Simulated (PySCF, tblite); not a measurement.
# C3H4ClO radical: geometry, infrared bands and EPR parameters

Aim: predict the infrared bands and EPR parameters of C3H4ClO radical (`C=C(Cl)[CH]O`).

Computed with tblite 0.8.0 and PySCF 2.14.0, with density-fitted response routines of our own, on a single molecule in the gas phase. Atoms are numbered from 0 throughout.

## (1) The molecule as given

9 atoms, charge 0, multiplicity 2; geometry from: force field or distance geometry start.

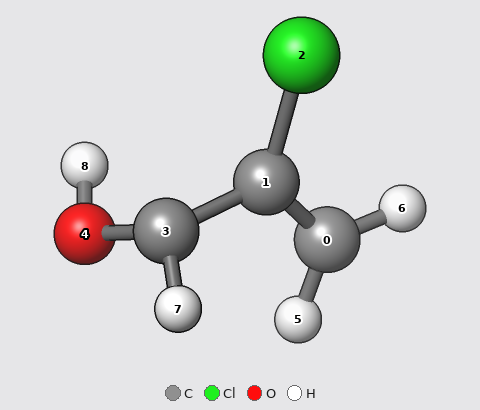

As it starts; carbon grey, chlorine green, oxygen red, hydrogen white, atoms numbered.

## (2) Geometry optimisation with GFN2-xTB

The job: settings as JSON, then the geometry in Å.

```
{"job": {"kind": "relax", "xc": "GFN2-xTB", "basis": "xTB"}, "charge": 0, "multiplicity": 2}
C      1.306600     0.177400     0.052500
C      0.053600     0.638000    -0.127700
Cl    -0.306300     2.067800    -1.036800
C     -1.050400    -0.112700     0.495800
O     -1.348900    -1.307300    -0.141400
H      1.432000    -0.736500     0.648800
H      2.170700     0.685300    -0.379000
H     -0.960600    -0.207300     1.604700
H     -1.283000    -1.198800    -1.142100
```

On the command line:

```
> OMP_NUM_THREADS=1 python probes_run.py task.json out
```

The driver reads the jobs from task.json and runs them one after another.

The program printed:

```text
step      E/eV     max force
  0    -461.42839    1.631
  1    -461.50931    0.784
  2    -461.54589    0.911
  3    -461.56949    0.537
  4    -461.58437    0.411
  5    -461.60152    0.439
  6    -461.61859    0.539
  7    -461.63827    0.538
  8    -461.65692    0.414
  9    -461.67543    0.363
 10    -461.69680    0.401
 11    -461.72337    0.450
 12    -461.75322    0.561
 13    -461.78077    0.538
 14    -461.79877    0.423
 15    -461.73064    1.774
 16    -461.80799    0.215
 17    -461.81036    0.206
 18    -461.81932    0.208
 19    -461.82252    0.206
 20    -461.82968    0.198
 21    -461.83611    0.297
 22    -461.85083    0.410
 23    -461.86898    0.670
 24    -461.89962    0.721
 25    -461.93391    0.582
 26    -461.96888    0.920
 27    -461.97324    1.520
 28    -462.03643    0.923
 29    -462.07891    0.824
 30    -462.14613    0.721
 31    -462.22844    1.336
 32    -462.29595    1.156
 33    -462.35729    1.093
 34    -462.42582    1.097
 35    -462.44909    1.455
 36    -462.49040    1.223
 37    -462.52632    0.517
 38    -462.55388    0.332
 39    -462.56795    0.310
 40    -462.57777    0.282
 41    -462.58959    0.262
 42    -462.59635    0.216
 43    -462.59932    0.169
 44    -462.60100    0.143
 45    -462.60206    0.090
 46    -462.60323    0.142
 47    -462.60420    0.161
 48    -462.60559    0.120
 49    -462.60653    0.063
 50    -462.60710    0.055
 51    -462.60734    0.044
 52    -462.60752    0.050
 53    -462.60772    0.032
 54    -462.60786    0.022
 55    -462.60791    0.017
 56    -462.60793    0.021
 57    -462.60797    0.024
 58    -462.60803    0.021
 59    -462.60808    0.012
 60    -462.60810    0.012
 61    -462.60810    0.009
```

Wall time 0.39 s (1 thread of Arm Neoverse N1, shared host).

The steps of the relaxation: (not every step is listed)

```
step  energy from step 0 (eV)  largest force (eV/Å)
   0                   0.0000                1.6314
   1                  -0.0809                0.7843
   2                  -0.1175                0.9112
   3                  -0.1411                0.5374
   4                  -0.1560                0.4107
   5                  -0.1731                0.4394
   6                  -0.1902                0.5395
   7                  -0.2099                0.5379
   8                  -0.2285                0.4136
  12                  -0.3248                0.5612
  16                  -0.3796                0.2153
  20                  -0.4013                0.1980
  24                  -0.4712                0.7210
  28                  -0.6080                0.9232
  32                  -0.8676                1.1563
  36                  -1.0620                1.2227
  40                  -1.1494                0.2822
  44                  -1.1726                0.1431
  48                  -1.1772                0.1203
  52                  -1.1791                0.0504
  56                  -1.1795                0.0207
  57                  -1.1796                0.0237
  58                  -1.1796                0.0212
  59                  -1.1797                0.0117
  60                  -1.1797                0.0117
  61                  -1.1797                0.0090
```

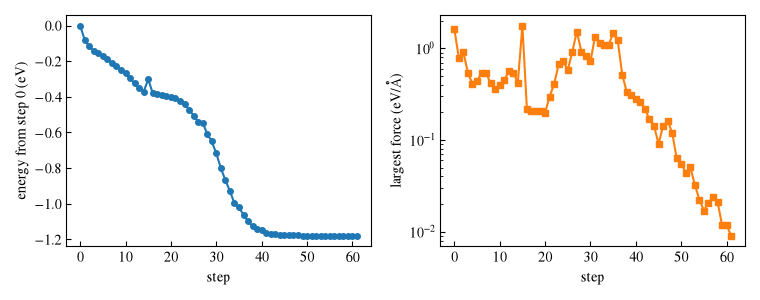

Energy and force, step by step.

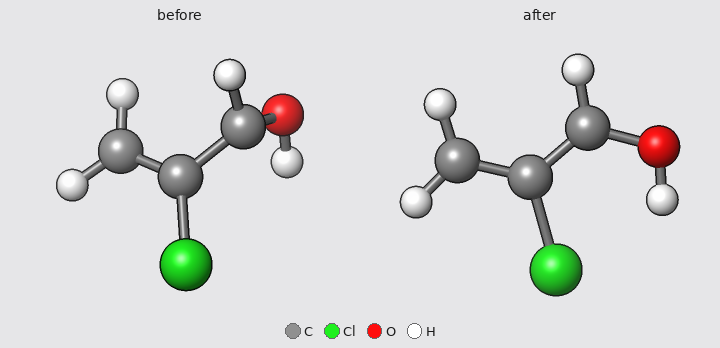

The geometry before (left) and after (right).

Distances of close pairs at the start and the end, largest changes first:

```
  bond  before (Å)  after (Å)  change (Å)
 C1–C3       1.473      1.384      -0.090
 C3–O4       1.386      1.339      -0.047
 C3–H7       1.117      1.077      -0.040
 O4–H8       1.009      0.974      -0.035
C1–Cl2       1.732      1.761      +0.028
 C0–H5       1.098      1.073      -0.025
 C0–H6       1.091      1.072      -0.019
 C0–C1       1.347      1.364      +0.017
```

The final coordinates are the input of the step that follows.

## (3) Harmonic vibrations with GFN2-xTB

The job: settings as JSON, then the geometry in Å.

```
{"job": {"kind": "ir", "xc": "GFN2-xTB", "basis": "xTB"}, "charge": 0, "multiplicity": 2}
C      1.491820     0.386153     0.263616
C      0.220211     0.210634    -0.199054
Cl    -0.239633     1.010299    -1.698679
C     -0.774339    -0.546903     0.394465
O     -2.012357    -0.695782    -0.094687
H      1.798746    -0.090002     1.174823
H      2.204368     0.992394    -0.259881
H     -0.596984    -1.075267     1.316020
H     -2.078270    -0.185531    -0.921802
```

The program printed:

```text
mode    cm-1     km/mol
  1     208.4      0.67
  2     226.8      5.80
  3     338.8      2.55
  4     441.7      7.40
  5     501.2      3.80
  6     537.9      7.60
  7     560.3     54.04
  8     624.4      1.37
  9     702.2     23.29
 10     707.1     88.46
 11     931.9     20.64
 12    1105.7    224.14
 13    1185.4     16.64
 14    1258.7     29.91
 15    1323.6     67.44
 16    1444.9    136.57
 17    1524.5     85.29
 18    3117.8      8.08
 19    3139.3      3.75
 20    3182.3     16.61
 21    3346.1     25.59
```

Run time: 0.25 s. Hardware: 1 thread of Arm Neoverse N1, shared host.

Which atoms move in the most intense modes:

```
cm⁻¹  km/mol                               atoms
 560    54.0                    H8 49 %, C3 18 %
 707    88.5  H5 33 %, H6 31 %, C0 20 %, H7 11 %
1106   224.1  H8 28 %, H7 28 %, O4 21 %, C1 10 %
1259    29.9  H8 40 %, H7 31 %, C3 13 %, O4 10 %
1324    67.4           H6 29 %, H5 25 %, C1 25 %
1445   136.6  C0 30 %, H6 21 %, H5 17 %, C3 15 %
1524    85.3           C1 40 %, C3 39 %, C0 10 %
3346    25.6                             H8 94 %
```

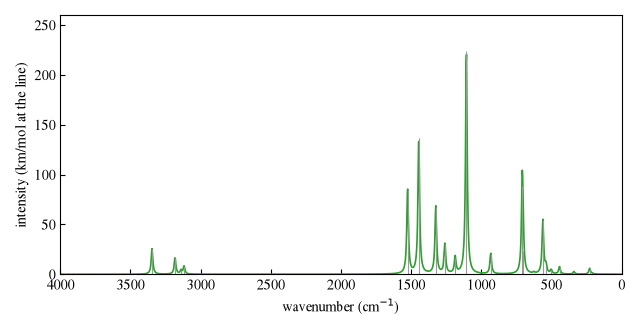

The infrared spectrum from these modes, unscaled. Lines are broadened to a width of 14 cm⁻¹ (Lorentzian).

## (4) g tensor and hyperfine couplings: B3LYP/pcH-1

Settings changed since step 3:

```diff
@@ -1,2 +1,2 @@
-{"job": {"kind": "ir", "xc": "GFN2-xTB", "basis": "xTB"}, "charge": 0, "multiplicity": 2}
+{"job": {"kind": "epr", "basis": "pcH-1"}, "charge": 0, "multiplicity": 2}
 C      1.491820     0.386153     0.263616
```

With the program's defaults for keys left out, this is: UKS B3LYP, pcH-1 on C Cl H O, non-relativistic, mean-field spin-orbit, GIAO.

The program printed:

```text
UKS, coarse grid
  cycle   1  E = -652.03028055  |g| = 4.53e-01
  cycle   2  E = -651.93212852  |g| = 6.87e-01
  cycle   3  E = -652.10096175  |g| = 8.76e-02
  cycle   4  E = -652.10398172  |g| = 3.64e-02
  cycle   5  E = -652.10464047  |g| = 1.56e-02
  cycle   6  E = -652.10478494  |g| = 5.18e-03
  cycle   7  E = -652.10481558  |g| = 3.23e-03
  cycle   8  E = -652.10482386  |g| = 1.16e-03
  cycle   9  E = -652.10482542  |g| = 4.53e-04
UKS, final grid
  cycle   1  E = -652.10480120  |g| = 6.02e-04
  cycle   2  E = -652.10480100  |g| = 9.13e-04
  cycle   3  E = -652.10480137  |g| = 6.50e-05
  cycle   4  E = -652.10480138  |g| = 2.44e-05
E = -652.10480138 Eh   <S^2> = 0.7733 (exact 0.7500)
g shifts (ppm)      1          2          3
  rmc          -178       -178       -178
  gc             -3         47         30
  oz_so          70        374       1326
  total        -111        243       1178
hyperfine (MHz)  atom isotope    a_iso     a_fc   dipolar eigenvalues
    0   13C      52.17      52.25    -50.51    -48.95     99.46
    1   13C     -53.05     -52.98    -25.99     10.33     15.66
    2  35Cl      -1.70      -1.76     -5.42      1.25      4.17
    3   13C      48.68      48.69    -48.04    -47.48     95.52
    4   17O     -16.90     -16.94    -54.17     26.13     28.04
    5    1H     -38.30     -38.30    -21.32     -1.27     22.59
    6    1H     -41.78     -41.78    -24.72      0.01     24.71
    7    1H     -38.84     -38.86    -19.84     -2.50     22.34
    8    1H      -9.83      -9.85    -10.12     -6.88     17.00
```

It took 34 s on 1 thread of Arm Neoverse N1, shared host; peak memory 0.6 GiB.

Principal g values 2.00221, 2.00256, 2.00350; g(iso) = 2.00276, against 2.00232 for a free electron.

Hyperfine couplings, nucleus by nucleus at this fixed geometry (no averaging over rotations):

```
nuclei  isotope  a(iso) (MHz)  a(iso) (G, at g = 2.0023)  largest dipolar term (MHz)
    C1      13C         -53.0                      -18.9                       -26.0
    C0      13C          52.2                       18.6                        99.5
    C3      13C          48.7                       17.4                        95.5
    H6       1H         -41.8                      -14.9                       -24.7
    H7       1H         -38.8                      -13.9                        22.3
    H5       1H         -38.3                      -13.7                        22.6
    O4      17O         -16.9                       -6.0                       -54.2
    H8       1H          -9.8                       -3.5                        17.0
   Cl2     35Cl          -1.7                       -0.6                        -5.4
```

Mulliken spin populations:

```
atom  value (e)
  C0       0.66
  C1      -0.21
 Cl2      -0.01
  C3       0.54
  O4       0.11
  H5      -0.03
  H6      -0.03
  H7      -0.03
  H8       0.00
```

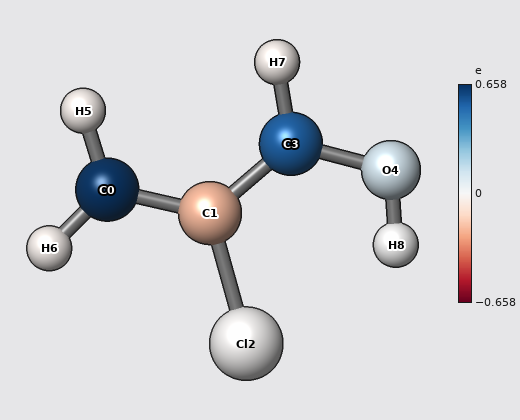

Mulliken spin populations, as colours on the atoms.

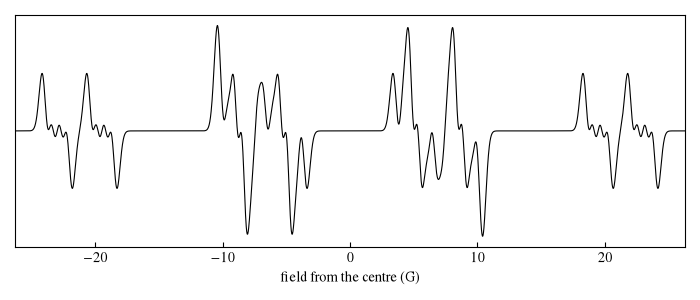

First-order isotropic spectrum (first derivative, main isotopes with spin only, couplings over 0.8 MHz, Gaussian width 0.3 G; couplings of the frozen geometry, rotation of groups not averaged beyond the rows shown).

The fields below are evaluated on a grid from the run's orbitals.

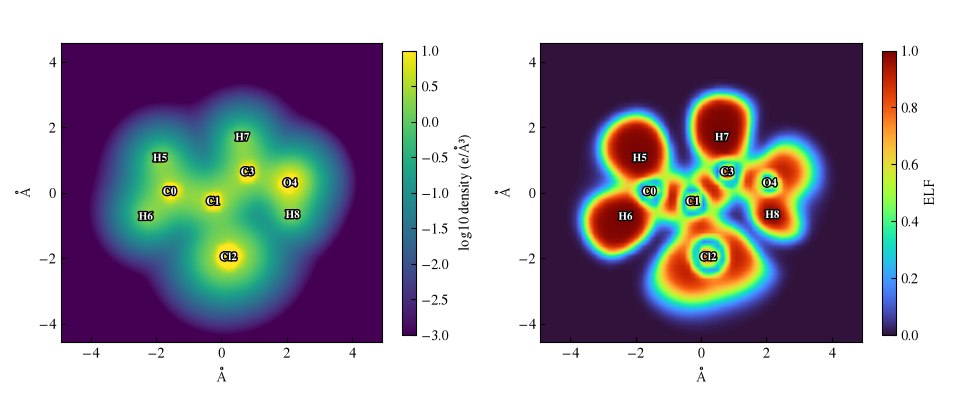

Density (left) and ELF (right) in a plane through or near 9 of the atoms.

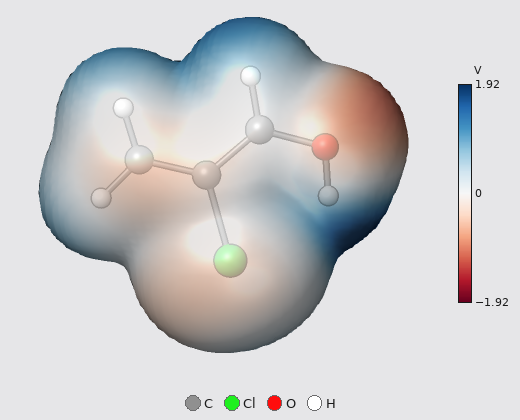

Electrostatic potential on the surface of density 0.002 e/bohr³; red is low, blue high. It runs from -1.02 V near O4 to 1.92 V near H8.

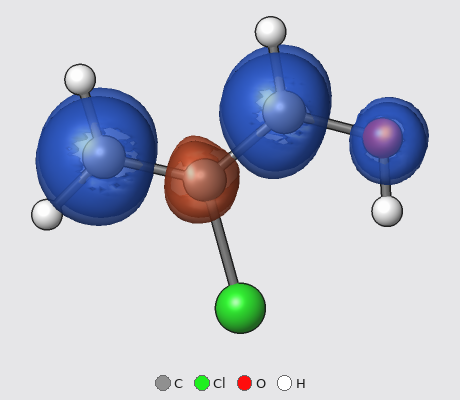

Spin density at ±0.03 e/Å³ (alpha excess blue, beta excess red).

## (5) What came out

| quantity | value |
| --- | --- |
| strongest single infrared mode (GFN2-xTB) | 1106 cm⁻¹, 224 km/mol |
| zero-point energy (GFN2-xTB) | 37.8 kcal/mol |
| g(iso) (B3LYP) | 2.00276 |
| ⟨S²⟩ | 0.773 (exact 0.75) |
| largest a(iso) | 13C on C1, -53.0 MHz |
| potential on the surface of density 0.002 e/bohr³, 1st and 99th percentile | -1.02 V and 1.92 V |

What this shows: Over 61 steps the energy fell by 1.180 eV; of the close pairs, C1–C3 changed most, 1.473 to 1.384 Å. No mode is imaginary among the 21: a minimum at this level. The strongest single mode, at 1106 cm⁻¹, is spread over several atoms, H8, H7, O4, C1 among them. Unscaled tight-binding wavenumbers are off by several per cent, some by more. Its intensities can rank the bands wrongly. The largest spin populations lie on C0 (0.66 e), C3 (0.54 e). The isotropic g lies 0.4 ppt above the free-electron value. The conformer search found further structures of the same energy, which may be mirror or relabelled copies of this one.
